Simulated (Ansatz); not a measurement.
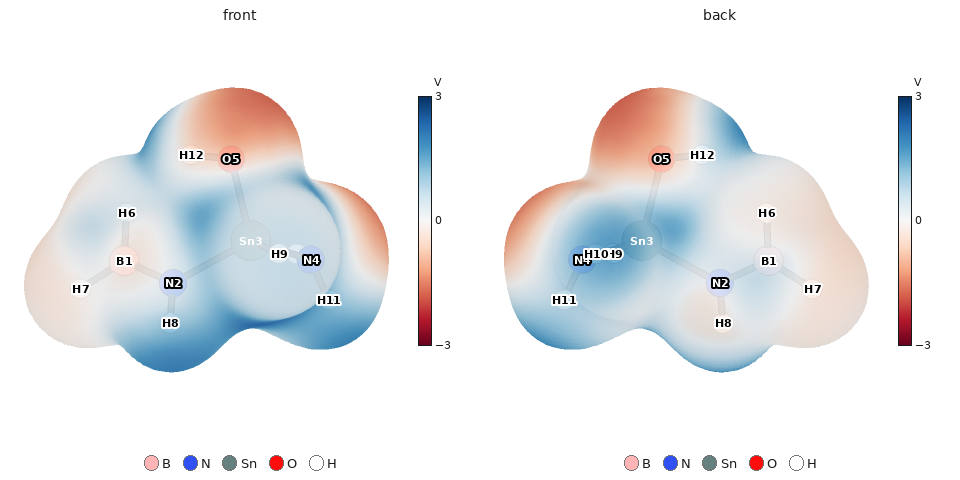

Figure 1: BH₇N₂OSn (SMILES B[NH][SnH]([NH2])[OH]). The molecular electrostatic potential painted on the density surface at 0.002 e/bohr³, seen from the front and from behind; red is negative and blue positive.

Geometry: PBE0-D4/def2-TZVP; core potentials replace the inner electrons of Sn.

Method: RKS PBE0-D4/def2-TZVPP (Ansatz 0.2.0).

```xyz
12

B    -2.0671   -0.0181   -0.1570
N    -0.9867   -0.7433    0.3300
Sn    0.9057   -0.0059    0.6048
N     2.1672   -0.3352   -0.9210
O     0.6505    1.9249    0.6525
H    -1.9169    1.1408   -0.4498
H    -3.1416   -0.5346   -0.2874
H    -1.1434   -1.7121    0.5696
H     1.5737   -0.6274    2.0396
H     1.8281   -0.0079   -1.8160
H     2.4767   -1.2922   -1.0243
H    -0.2694    2.1559    0.4930
```

### Where is the surface potential most negative and most positive?

The most negative region (about −1.7 V, or −39 kcal/mol for a unit charge) lies over O5, the most positive (about +2.2 V, or +51 kcal/mol for a unit charge) over Sn3. O5 is the likeliest acceptor of a hydrogen bond.
